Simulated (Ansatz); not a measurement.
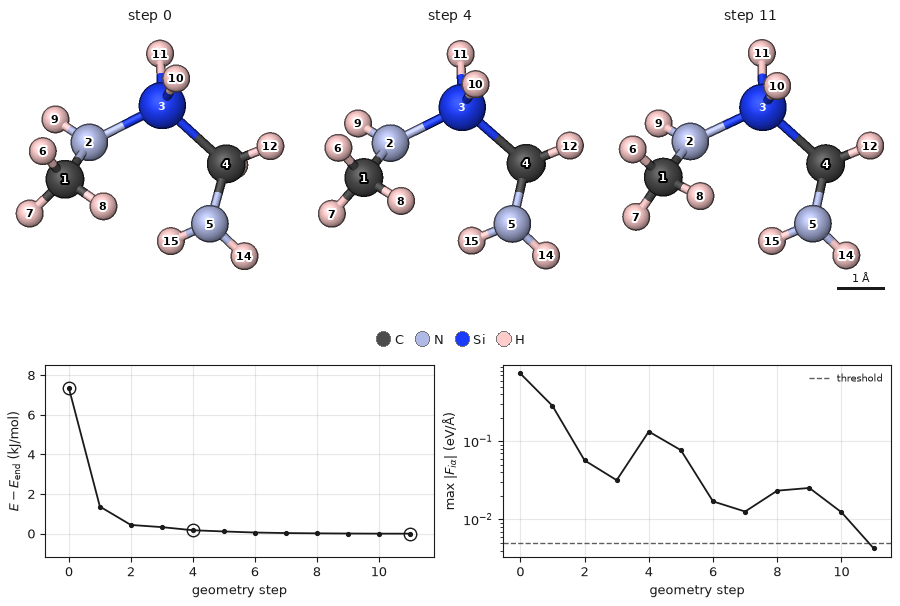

Frames of a relaxation of C2H10N2Si, marked on the history of the run. The picture is a ball-and-stick view, seen at a tilt.

The start comes from PBE-D4/def2-SVP.

The calculation used Ansatz 0.2.0, RKS PBE0-D4/def2-TZVP.

Input
```yaml
crystal:
  periodic: [false, false, false]
  atoms:
    - {symbol: C, position_ang: [-1.251896, -0.222673, 1.594626]}
    - {symbol: N, position_ang: [0.168296, 0.020490, 1.374153]}
    - {symbol: Si, position_ang: [1.063168, -0.708846, 0.053620]}
    - {symbol: C, position_ang: [0.790672, 0.293292, -1.545294]}
    - {symbol: N, position_ang: [-0.612885, 0.722217, -1.573373]}
    - {symbol: H, position_ang: [-1.476431, -1.173786, 2.137072]}
    - {symbol: H, position_ang: [-1.716508, 0.606265, 2.172619]}
    - {symbol: H, position_ang: [-1.771909, -0.268772, 0.616666]}
    - {symbol: H, position_ang: [0.693446, 0.162454, 2.240358]}
    - {symbol: H, position_ang: [0.638944, -2.139063, -0.201243]}
    - {symbol: H, position_ang: [2.516382, -0.683849, 0.456579]}
    - {symbol: H, position_ang: [0.985433, -0.390707, -2.400680]}
    - {symbol: H, position_ang: [1.549660, 1.114213, -1.627461]}
    - {symbol: H, position_ang: [-0.831977, 1.213942, -2.449245]}
    - {symbol: H, position_ang: [-0.766295, 1.404024, -0.818897]}
basis:
  gaussian: {orbitals: def2-TZVP}
hamiltonian: {xc: pbe0, dispersion: d4}
relax: {f_tol: 0.005, max_steps: 150}
```

Launched with:
```bash
ansatz run in.yaml --threads 4 --pin off --events-out ev --progress --plain --max-ram 10444MiB
```

**What happens along the run?**

H8 moves most after the best rigid fit: 0.29 Å. Largest moves by element: H 0.29 Å, N 0.07 Å, Si 0.06 Å, C 0.06 Å. Near-neighbour distances that change, for instance: N2–Si3 1.754 → 1.720 Å, Si3–C4 1.907 → 1.883 Å, Si3–H10 1.513 → 1.492 Å, C1–H6 1.118 → 1.097 Å. Bond angles that change, for instance: Si3–N2–H9 115.7° → 118.0°. After 11 geometry steps the energy has fallen by 7.35 kJ/mol. The largest force component goes from 0.74 to 0.0043 eV/Å. From step 0 to 4: H8 moves most (0.17 Å), energy −7.18 kJ/mol. From step 4 to 11: H6 moves most (0.14 Å), energy −0.17 kJ/mol.

| step | E − E(0), kJ/mol | largest force component, eV/Å |
| --- | --- | --- |
| 0 | 0.00 | 0.7417 |
| 1 | -5.98 | 0.2857 |
| 2 | -6.91 | 0.0572 |
| 3 | -7.02 | 0.0318 |
| 4 | -7.18 | 0.1338 |
| 5 | -7.24 | 0.0772 |
| 6 | -7.30 | 0.0170 |
| 7 | -7.32 | 0.0126 |
| 8 | -7.34 | 0.0234 |
| 9 | -7.35 | 0.0253 |
| 10 | -7.35 | 0.0124 |
| 11 | -7.35 | 0.0043 |
